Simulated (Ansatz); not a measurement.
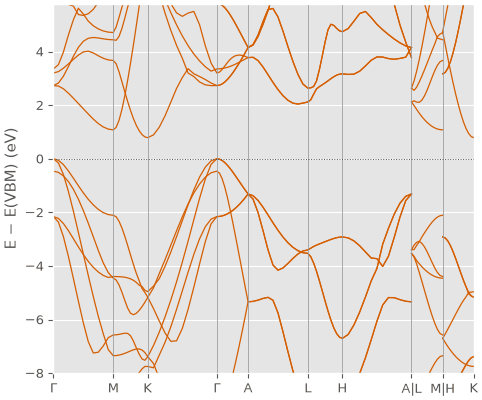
Figure: Band structure from LDA in the plane-wave PAW code Ansatz

Question: Read off the gap and where the band edges lie.

Answer: About 0.8 eV (0.79 eV by a search for the band edges); maximum at Γ, minimum at K.

The material is BP (wurtzite, P6_3mc).

The workflow started from a Materials Project entry (that database holds measured and hypothetical structures alike); the Crystallography Open Database copy checked does not list it. It is not the phase usual at ambient conditions (space group No. 216). Symmetry was held in the LDA relaxation; phonons on a q-mesh show no instability.

Potentials: the later of the program's two PAW sets.
